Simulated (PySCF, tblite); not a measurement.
# C14H10S: vibronic structure

Wanted: vibronic structure for C14H10S (`C=Cc1ccc2c(c1)sc1ccccc12`).

Programs: tblite 0.8.0 and PySCF 2.14.0, with routines of our own; each step states its level. All values are computed. Atoms count from 0.

## Step 1: The system as given

25 atoms, charge 0, multiplicity 1; geometry from: force field or distance geometry start.

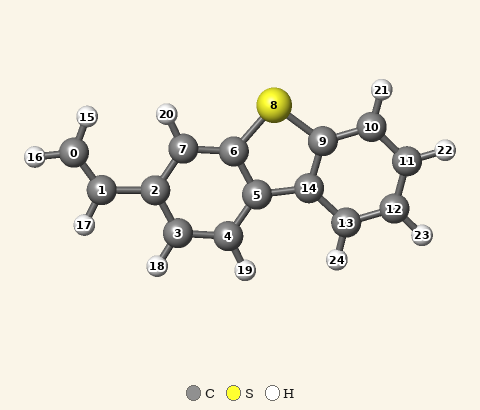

The starting geometry (carbon grey, sulfur yellow, hydrogen white).

## Step 2: Optimising the geometry with GFN2-xTB

What the job is given:

```
{"job": {"kind": "relax", "xc": "GFN2-xTB", "basis": "xTB"}, "charge": 0, "multiplicity": 1}
C     -4.897100     0.422100     0.323300
C     -4.031600    -0.555100     0.084600
C     -2.547600    -0.446200     0.074400
C     -1.809000    -1.583900    -0.197000
C     -0.409200    -1.557000    -0.218600
C      0.286000    -0.344800    -0.003000
C     -0.465500     0.799800     0.254000
C     -1.872400     0.768200     0.300700
S      0.537300     2.166600     0.508200
C      1.975300     1.277500     0.282400
C      3.293300     1.776400     0.336300
C      4.360600     0.901800     0.126400
C      4.127900    -0.434300    -0.132500
C      2.829000    -0.926500    -0.203600
C      1.712200    -0.056400     0.013100
H     -4.620800     1.451100     0.537100
H     -5.970200     0.217600     0.318600
H     -4.426100    -1.560500    -0.096700
H     -2.302900    -2.541400    -0.361900
H      0.146800    -2.468700    -0.425100
H     -2.420400     1.689200     0.506400
H      3.478600     2.831100     0.548700
H      5.389700     1.289400     0.181800
H      4.963300    -1.117100    -0.308400
H      2.662100    -1.974900    -0.408300
```

Run with:

```bash
$ OMP_NUM_THREADS=1 python excited_run.py task.json out
```

The driver reads the jobs from task.json and runs them one after another.

The log of the run:

```text
step      E/eV     max force
  0   -1042.06234    2.046
  1   -1042.20992    0.772
  2   -1042.24582    0.346
  3   -1042.25748    0.219
  4   -1042.26854    0.258
  5   -1042.27705    0.209
  6   -1042.28463    0.176
  7   -1042.29031    0.157
  8   -1042.29508    0.164
  9   -1042.29930    0.130
 10   -1042.30203    0.093
 11   -1042.30342    0.069
 12   -1042.30416    0.057
 13   -1042.30479    0.059
 14   -1042.30540    0.067
 15   -1042.30595    0.066
 16   -1042.30642    0.070
 17   -1042.30685    0.049
 18   -1042.30725    0.041
 19   -1042.30763    0.037
 20   -1042.30797    0.044
 21   -1042.30826    0.042
 22   -1042.30849    0.031
 23   -1042.30863    0.024
 24   -1042.30870    0.019
 25   -1042.30875    0.015
 26   -1042.30878    0.012
 27   -1042.30881    0.009
```

Run time: 0.36 s. Hardware: 1 thread of Intel Xeon 6975P-C, shared host; peak memory 0.18 GiB.

Along the way:

```csv
step,energy from step 0 (eV),largest force (eV/Å)
0,0.0000,2.0456
1,-0.1476,0.7722
2,-0.1835,0.3461
3,-0.1951,0.2185
4,-0.2062,0.2576
5,-0.2147,0.2090
6,-0.2223,0.1759
7,-0.2280,0.1566
8,-0.2327,0.1645
9,-0.2370,0.1297
10,-0.2397,0.0930
11,-0.2411,0.0687
12,-0.2418,0.0570
13,-0.2424,0.0593
14,-0.2431,0.0669
15,-0.2436,0.0662
16,-0.2441,0.0701
17,-0.2445,0.0493
18,-0.2449,0.0408
19,-0.2453,0.0366
20,-0.2456,0.0437
21,-0.2459,0.0422
22,-0.2461,0.0307
23,-0.2463,0.0238
24,-0.2464,0.0190
25,-0.2464,0.0154
26,-0.2464,0.0117
27,-0.2465,0.0093
```

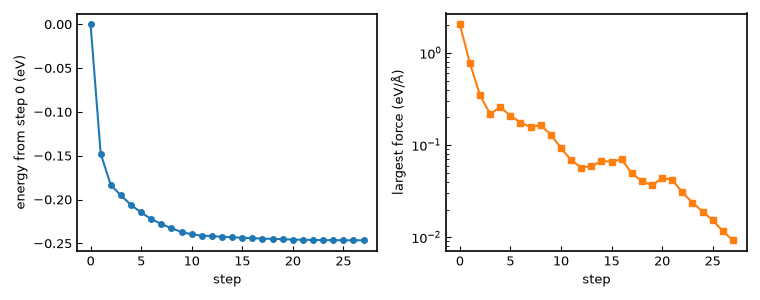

Energy and force, step by step.

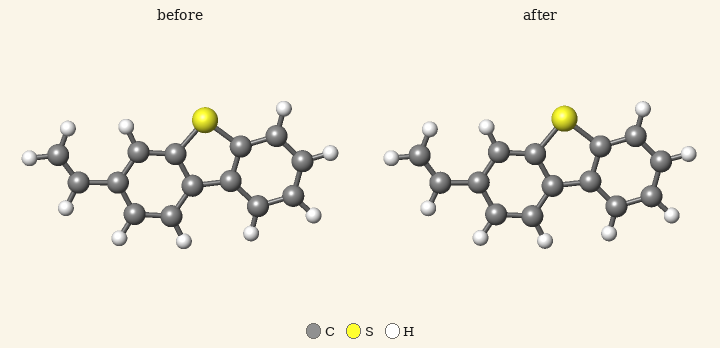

The geometry before (left) and after (right).

Close pairs (by a distance rule), those that changed most:

| bond | before (Å) | after (Å) | change (Å) |
| --- | --- | --- | --- |
| S8–C9 | 1.706 | 1.750 | +0.045 |
| C13–C14 | 1.432 | 1.392 | -0.040 |
| C6–S8 | 1.714 | 1.752 | +0.038 |
| C1–C2 | 1.488 | 1.457 | -0.031 |
| C6–C7 | 1.408 | 1.381 | -0.027 |
| C9–C10 | 1.410 | 1.385 | -0.025 |
| C3–C4 | 1.400 | 1.376 | -0.024 |
| C11–H22 | 1.101 | 1.080 | -0.021 |

The next job starts from the end point, and lists it.

## Step 3: Harmonic vibrations with GFN2-xTB

What the job is given:

```
{"job": {"kind": "ir", "xc": "GFN2-xTB", "basis": "xTB"}, "charge": 0, "multiplicity": 1}
C     -4.844802     0.416577     0.323841
C     -3.970809    -0.556251     0.092916
C     -2.519023    -0.436453     0.071626
C     -1.754051    -1.584399    -0.187467
C     -0.378821    -1.548821    -0.224289
C      0.286902    -0.346469     0.000217
C     -0.480837     0.802307     0.260023
C     -1.860547     0.770143     0.297096
S      0.507571     2.225132     0.519878
C      1.964841     1.285440     0.281495
C      3.259917     1.772498     0.340854
C      4.303907     0.892902     0.128057
C      4.058326    -0.450601    -0.139900
C      2.767787    -0.934557    -0.198483
C      1.698031    -0.068525     0.012674
H     -4.548496     1.431286     0.526677
H     -5.904866     0.229325     0.318203
H     -4.340138    -1.555730    -0.103815
H     -2.265347    -2.520177    -0.362382
H      0.186195    -2.446334    -0.425651
H     -2.409239     1.675668     0.499647
H      3.441248     2.815800     0.548878
H      5.320839     1.253104     0.170428
H      4.889372    -1.120400    -0.302985
H      2.581108    -1.977321    -0.406621
```

The log of the run:

```text
mode    cm-1     km/mol
  1      19.0      0.06
  2      69.3      0.22
  3     124.0      0.02
  4     145.5      0.19
  5     174.1      0.00
  6     211.6      0.01
  7     230.8      0.01
  8     304.4      0.22
  9     366.7      0.84
 10     387.1      1.64
 11     402.2      0.30
 12     412.8      0.30
 13     464.7      0.22
 14     473.5      0.37
 15     480.1      0.18
 16     514.2      0.47
 17     526.3      0.23
 18     558.1      0.32
 19     637.4      0.10
 20     661.7      4.87
 21     676.2      0.05
 22     704.8      2.81
 23     710.0      2.19
 24     733.8      1.02
 25     773.0     30.73
 26     823.6     10.85
 27     861.0      0.15
 28     871.4      0.05
 29     874.3      9.17
 30     890.0     15.55
 31     905.6      0.07
 32     908.4      0.27
 33     922.6      0.01
 34     971.4      1.88
 35    1010.8     16.20
 36    1040.9      7.94
 37    1047.7     11.54
 38    1076.5      0.10
 39    1095.8      8.22
 40    1155.6      5.94
 41    1164.6      0.45
 42    1182.1      0.73
 43    1202.1      5.83
 44    1235.0      7.12
 45    1238.9      1.62
 46    1304.5     10.46
 47    1318.5      7.35
 48    1339.4      7.75
 49    1350.4      2.64
 50    1389.3     19.46
 51    1415.8      4.89
 52    1422.8      7.40
 53    1440.7      0.02
 54    1478.0      1.50
 55    1550.1      7.79
 56    1565.9      2.64
 57    1579.5      5.29
 58    1588.5      7.54
 59    1673.8      2.91
 60    3045.4     32.19
 61    3075.6     25.81
 62    3080.4      1.62
 63    3085.9     12.39
 64    3090.9     21.07
 65    3094.1     85.01
 66    3100.1     47.74
 67    3106.5      1.77
 68    3112.6     22.42
 69    3133.1     53.73
```

Run time: 1.8 s. Hardware: 1 thread of Intel Xeon 6975P-C, shared host; peak memory 0.18 GiB.

The strongest bands and the atoms that carry them (share of the mass-weighted mode):

```csv
cm⁻¹,km/mol,atoms
773,30.7,"H22 24 %, H23 22 %, H24 14 %, H21 14 %"
3045,32.2,H17 91 %
3076,25.8,"H18 74 %, H19 17 %"
3091,21.1,"H19 65 %, H18 14 %"
3094,85.0,"H21 31 %, H24 29 %, H23 24 %"
3100,47.7,"H21 40 %, H22 29 %, H23 16 %"
3113,22.4,"H16 47 %, H15 35 %, H20 13 %"
3133,53.7,"H15 47 %, H16 41 %"
```

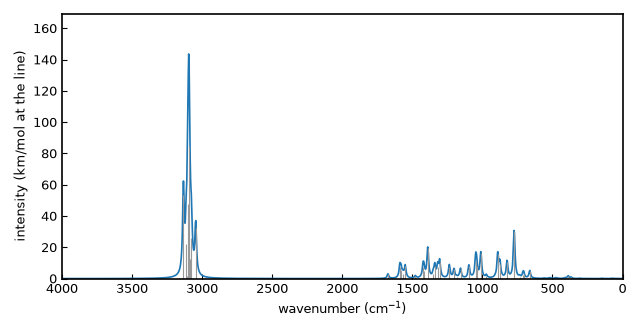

The infrared spectrum from these modes, unscaled. Lines are broadened to a width of 14 cm⁻¹ (Lorentzian).

## Step 4: Vibronic structure: TDDFT BHandHLYP/def2-SV(P)

The job, as its differences from that of step 3:

```diff
@@ -1,2 +1,2 @@
-{"job": {"kind": "ir", "xc": "GFN2-xTB", "basis": "xTB"}, "charge": 0, "multiplicity": 1}
+{"job": {"kind": "vib", "xc": "BHandHLYP", "basis": "def2-SV(P)", "tda": false}, "charge": 0, "multiplicity": 1}
 C     -4.844802     0.416577     0.323841
```

Level: TDDFT BHandHLYP/def2-SV(P) vertical-gradient vibronic structure (displaced harmonic oscillators, Condon), gas phase.

The log of the run:

```text
final grid: 103560 points
cycle   1  E = -936.7695598010  dE =  3.754e+00  |g| = 4.154e-01  |ddm| = 6.878e+00
cycle   2  E = -936.8113388258  dE = -4.178e-02  |g| = 2.788e-01  |ddm| = 1.386e+00
cycle   3  E = -936.8276693824  dE = -1.633e-02  |g| = 1.262e-01  |ddm| = 4.717e-01
cycle   4  E = -936.8317325106  dE = -4.063e-03  |g| = 4.716e-02  |ddm| = 2.288e-01
cycle   5  E = -936.8323354437  dE = -6.029e-04  |g| = 8.001e-03  |ddm| = 7.308e-02
cycle   6  E = -936.8323524605  dE = -1.702e-05  |g| = 2.429e-03  |ddm| = 1.533e-02
cycle   7  E = -936.8323541827  dE = -1.722e-06  |g| = 1.085e-03  |ddm| = 4.757e-03
cycle   8  E = -936.8323545582  dE = -3.755e-07  |g| = 2.383e-04  |ddm| = 1.754e-03
cycle   9  E = -936.8323545808  dE = -2.268e-08  |g| = 1.085e-04  |ddm| = 5.322e-04
cycle  10  E = -936.8323545850  dE = -4.125e-09  |g| = 3.359e-05  |ddm| = 2.357e-04
cycle  11  E = -936.8323545853  dE = -3.754e-10  |g| = 1.395e-05  |ddm| = 6.559e-05
converged SCF energy = -936.8323545853

Singlet excitations (eV, f): 4.424 (0.0823)  4.481 (0.5869)  5.315 (0.0059)  5.694 (0.1512)  5.781 (0.0000)  5.833 (0.5869)

State S1  4.4242 eV  f = 0.08232  H-1->L 0.66, H->L 0.21
  relaxed dipole 2.723 D, largest gradient of the excitation energy 0.0395 Eh/bohr
  mode    cm-1        S   lambda/meV  Raman
   57   1579.5    0.1755      34.4   1.000
   46   1304.5    0.1815      29.4   0.706
   15    480.1    0.2833      16.9   0.149
   55   1550.1    0.0700      13.5   0.384
   47   1318.5    0.0661      10.8   0.262
   53   1440.7    0.0534       9.5   0.253
    4    145.5    0.4539       8.2   0.022
   49   1350.4    0.0461       7.7   0.192
    7    230.8    0.2248       6.4   0.027
   52   1422.8    0.0326       5.7   0.151
   59   1673.8    0.0244       5.1   0.156
   43   1202.1    0.0253       3.8   0.083
  reorganisation energy 0.1839 eV, total S 1.955, 0-0 4.2403 eV
  absorption maximum 4.256 eV, width 0.276 eV

State S2  4.4811 eV  f = 0.58692  H->L 0.71, H-1->L 0.19
  relaxed dipole 0.824 D, largest gradient of the excitation energy 0.0581 Eh/bohr
  mode    cm-1        S   lambda/meV  Raman
   57   1579.5    0.6742     132.0   1.000
   43   1202.1    0.1515      22.6   0.130
   46   1304.5    0.1251      20.2   0.127
   47   1318.5    0.1088      17.8   0.112
   59   1673.8    0.0763      15.8   0.127
   53   1440.7    0.0556       9.9   0.069
   22    704.8    0.0954       8.3   0.028
    7    230.8    0.2553       7.3   0.008
   54   1478.0    0.0388       7.1   0.050
   56   1565.9    0.0342       6.6   0.050
   36   1040.9    0.0374       4.8   0.024
   24    733.8    0.0466       4.2   0.015
  reorganisation energy 0.2851 eV, total S 1.968, 0-0 4.1959 eV
  absorption maximum 4.390 eV, width 0.424 eV

State S6  5.8334 eV  f = 0.58694  H-1->L+2 0.34, H->L+2 0.30, H->L+1 0.12
  relaxed dipole 2.586 D, largest gradient of the excitation energy 0.0402 Eh/bohr
  mode    cm-1        S   lambda/meV  Raman
   57   1579.5    0.1307      25.6   1.000
   15    480.1    0.3820      22.7   0.270
   46   1304.5    0.1008      16.3   0.526
   24    733.8    0.1531      13.9   0.253
   55   1550.1    0.0691      13.3   0.509
   59   1673.8    0.0482      10.0   0.414
   44   1235.0    0.0540       8.3   0.253
   11    402.2    0.1619       8.1   0.080
   39   1095.8    0.0533       7.2   0.196
   53   1440.7    0.0384       6.9   0.245
   34    971.4    0.0569       6.9   0.165
   52   1422.8    0.0360       6.4   0.224
  reorganisation energy 0.1762 eV, total S 1.581, 0-0 5.6571 eV
  absorption maximum 5.659 eV, width 0.240 eV

State T1  2.9101 eV  f = 0.00000  H->L 0.77
  relaxed dipole 0.875 D, largest gradient of the excitation energy 0.0852 Eh/bohr
  mode    cm-1        S   lambda/meV  Raman
   57   1579.5    0.8596     168.4   1.000
   59   1673.8    0.4703      97.6   0.614
   43   1202.1    0.2543      37.9   0.171
   53   1440.7    0.1167      20.9   0.113
   47   1318.5    0.0876      14.3   0.071
   56   1565.9    0.0674      13.1   0.077
   55   1550.1    0.0627      12.1   0.070
   51   1415.8    0.0602      10.6   0.056
   46   1304.5    0.0626      10.1   0.050
    7    230.8    0.3534      10.1   0.009
   58   1588.5    0.0394       7.8   0.046
   52   1422.8    0.0343       6.1   0.032
  reorganisation energy 0.4397 eV, total S 2.766, 0-0 2.4704 eV
  absorption maximum 2.864 eV, width 0.458 eV
```

It took 2.2 min on 1 thread of Intel Xeon 6975P-C, shared host; peak memory 2 GiB.

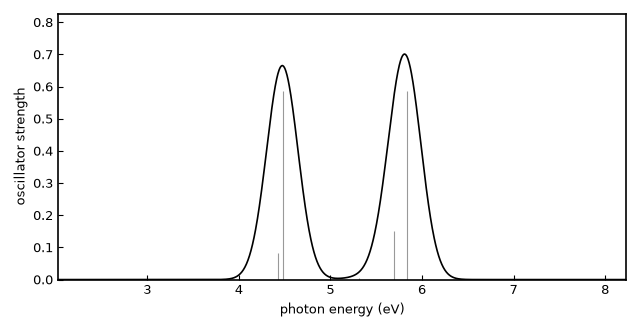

Absorption lines of the singlets. Lines are broadened to a width of 0.40 eV (Gaussian).

The fields below are evaluated on a grid from the run's orbitals.

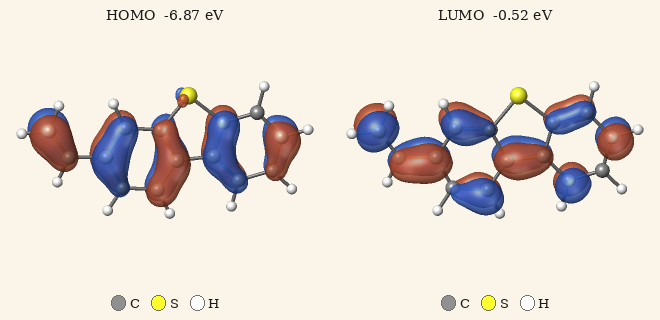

BHandHLYP/def2-SV(P) orbitals near the gap, drawn at the value that encloses 70 % of each; the two colours are the two signs.

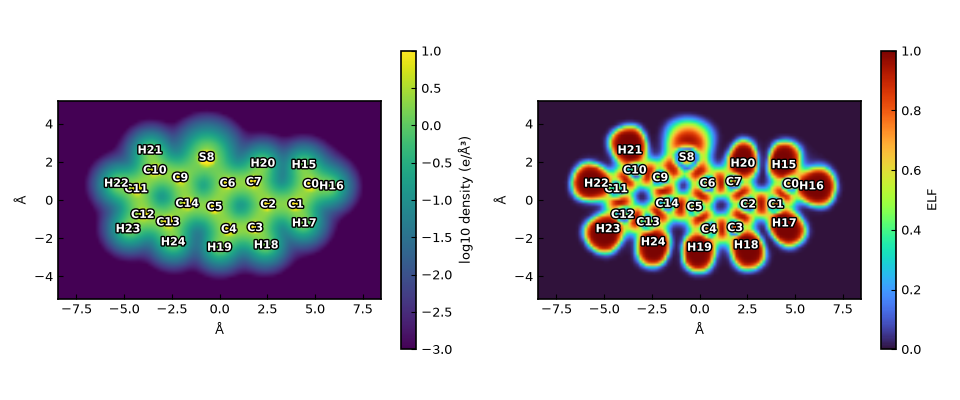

Density (left) and ELF (right) in a plane through or near 25 of the atoms.

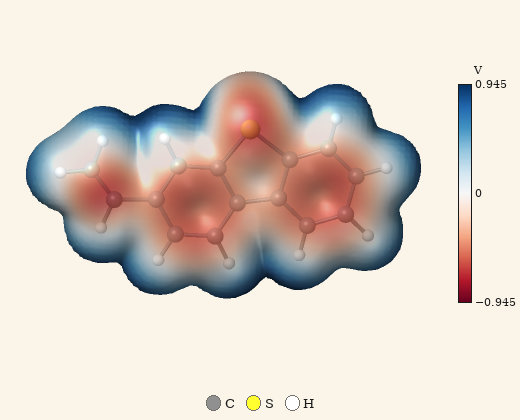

Electrostatic potential on the surface of density 0.002 e/bohr³; red is low, blue high. It runs, from the 1st to the 99th percentile, from -0.65 V near S8 to 0.95 V near H24.

## Step 5: Vibronic structure: TDA OLYP/3-21G

The job, as its differences from that of step 4:

```diff
@@ -1,2 +1,2 @@
-{"job": {"kind": "vib", "xc": "BHandHLYP", "basis": "def2-SV(P)", "tda": false}, "charge": 0, "multiplicity": 1}
+{"job": {"kind": "vib", "xc": "OLYP", "basis": "3-21G", "tda": true, "fwhm_ev": 0.15, "nstates": 2}, "charge": 0, "multiplicity": 1}
 C     -4.844802     0.416577     0.323841
```

With the program's defaults for keys left out, this is: TDA OLYP/3-21G vertical-gradient vibronic structure (displaced harmonic oscillators, Condon), gas phase.

The log of the run:

```text
final grid: 103560 points
cycle   1  E = -932.4822562970  dE =  2.055e+00  |g| = 4.761e-01  |ddm| = 6.493e+00
cycle   2  E = -932.4298051959  dE =  5.245e-02  |g| = 6.291e-01  |ddm| = 1.624e+00
cycle   3  E = -932.5351819717  dE = -1.054e-01  |g| = 1.960e-01  |ddm| = 1.116e+00
cycle   4  E = -932.5480678169  dE = -1.289e-02  |g| = 4.400e-02  |ddm| = 3.469e-01
cycle   5  E = -932.5485152918  dE = -4.475e-04  |g| = 2.254e-02  |ddm| = 9.885e-02
cycle   6  E = -932.5486604955  dE = -1.452e-04  |g| = 4.602e-03  |ddm| = 3.448e-02
cycle   7  E = -932.5486640589  dE = -3.563e-06  |g| = 2.942e-03  |ddm| = 9.009e-03
cycle   8  E = -932.5486664887  dE = -2.430e-06  |g| = 7.652e-04  |ddm| = 4.316e-03
cycle   9  E = -932.5486666534  dE = -1.647e-07  |g| = 1.189e-04  |ddm| = 1.085e-03
cycle  10  E = -932.5486666566  dE = -3.208e-09  |g| = 6.913e-05  |ddm| = 2.465e-04
cycle  11  E = -932.5486666581  dE = -1.452e-09  |g| = 2.048e-05  |ddm| = 1.173e-04
cycle  12  E = -932.5486666581  dE = -6.821e-11  |g| = 1.115e-05  |ddm| = 3.543e-05
converged SCF energy = -932.5486666581

Singlet excitations (eV, f): 3.610 (0.0265)  4.224 (0.5228)

State S1  3.6102 eV  f = 0.02646  H->L 0.49, H-1->L 0.41
  relaxed dipole 5.505 D, largest gradient of the excitation energy 0.0388 Eh/bohr
  mode    cm-1        S   lambda/meV  Raman
   57   1579.5    0.1169      22.9   1.000
   59   1673.8    0.0748      15.5   0.719
   15    480.1    0.1864      11.1   0.147
   48   1339.4    0.0455       7.6   0.280
    9    366.7    0.1618       7.4   0.075
    7    230.8    0.2423       6.9   0.044
   13    464.7    0.1135       6.5   0.084
   55   1550.1    0.0312       6.0   0.257
   53   1440.7    0.0314       5.6   0.224
   50   1389.3    0.0325       5.6   0.215
   47   1318.5    0.0293       4.8   0.175
   46   1304.5    0.0290       4.7   0.169
  reorganisation energy 0.1407 eV, total S 1.550, 0-0 3.4695 eV
  absorption maximum 3.517 eV, width 0.326 eV

State S2  4.2239 eV  f = 0.52281  H-1->L 0.40, H->L 0.34
  relaxed dipole 0.294 D, largest gradient of the excitation energy 0.0276 Eh/bohr
  mode    cm-1        S   lambda/meV  Raman
   57   1579.5    0.1196      23.4   1.000
   59   1673.8    0.0577      12.0   0.541
   24    733.8    0.0764       6.9   0.138
   22    704.8    0.0750       6.5   0.125
   46   1304.5    0.0395       6.4   0.225
   47   1318.5    0.0356       5.8   0.207
   53   1440.7    0.0223       4.0   0.155
   43   1202.1    0.0229       3.4   0.111
   58   1588.5    0.0168       3.3   0.142
   55   1550.1    0.0152       2.9   0.123
   40   1155.6    0.0163       2.3   0.073
    7    230.8    0.0773       2.2   0.014
  reorganisation energy 0.0938 eV, total S 0.712, 0-0 4.1301 eV
  absorption maximum 4.144 eV, width 0.256 eV

State T1  2.9328 eV  f = 0.00000  H->L 0.63, H-1->L 0.33
  relaxed dipole 0.822 D, largest gradient of the excitation energy 0.0691 Eh/bohr
  mode    cm-1        S   lambda/meV  Raman
   57   1579.5    0.7251     142.0   1.000
   59   1673.8    0.2789      57.9   0.432
   43   1202.1    0.1708      25.5   0.136
   53   1440.7    0.0963      17.2   0.111
   55   1550.1    0.0725      13.9   0.096
   56   1565.9    0.0673      13.1   0.091
   47   1318.5    0.0674      11.0   0.065
   46   1304.5    0.0564       9.1   0.053
    7    230.8    0.2987       8.5   0.009
   51   1415.8    0.0337       5.9   0.037
   52   1422.8    0.0329       5.8   0.037
   24    733.8    0.0414       3.8   0.012
  reorganisation energy 0.3383 eV, total S 2.176, 0-0 2.5946 eV
  absorption maximum 2.803 eV, width 0.620 eV
```

Wall time 49 s (1 thread of Intel Xeon 6975P-C, shared host); peak memory 1.5 GiB.

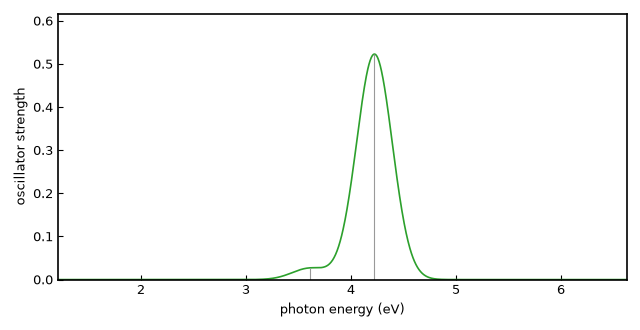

Absorption lines of the singlets. Lines are broadened to a width of 0.40 eV (Gaussian).

## Step 6: Results

```
                                                                                            quantity                     value
                                                           strongest single infrared mode (GFN2-xTB)      3094 cm⁻¹, 85 km/mol
                                                                        zero-point energy (GFN2-xTB)            118.1 kcal/mol
S1: vertical, reorganisation, 0-0, total S (step 4, TDDFT BHandHLYP/def2-SV(P), modes from GFN2-xTB)  4.42, 0.18, 4.24 eV; 2.0
S2: vertical, reorganisation, 0-0, total S (step 4, TDDFT BHandHLYP/def2-SV(P), modes from GFN2-xTB)  4.48, 0.29, 4.20 eV; 2.0
S6: vertical, reorganisation, 0-0, total S (step 4, TDDFT BHandHLYP/def2-SV(P), modes from GFN2-xTB)  5.83, 0.18, 5.66 eV; 1.6
                                                               surface potential, 1st and 99th percentile        -0.65 V and 0.95 V
            S1: vertical, reorganisation, 0-0, total S (step 5, TDA OLYP/3-21G, modes from GFN2-xTB)  3.61, 0.14, 3.47 eV; 1.6
            S2: vertical, reorganisation, 0-0, total S (step 5, TDA OLYP/3-21G, modes from GFN2-xTB)  4.22, 0.09, 4.13 eV; 0.7
            T1: vertical, reorganisation, 0-0, total S (step 5, TDA OLYP/3-21G, modes from GFN2-xTB)  2.93, 0.34, 2.59 eV; 2.2
```

All 69 modes are real, so the xTB geometry is a minimum. Unscaled tight-binding wavenumbers are off by several per cent, some by more. Its intensities can rank the bands wrongly. The vibronic model keeps the ground-state modes (from xTB) and shifts them along the gradient alone, so it can miss much of the relaxation that a full optimisation finds. By nearest atom (BHandHLYP/def2-SV(P)), the HOMO sits on C0, C2 about 13 % each; C5, C11, C14 about 9 % each and the LUMO on C0, C2, C5 about 11 % each; C4, C7, C11 about 7 % each.
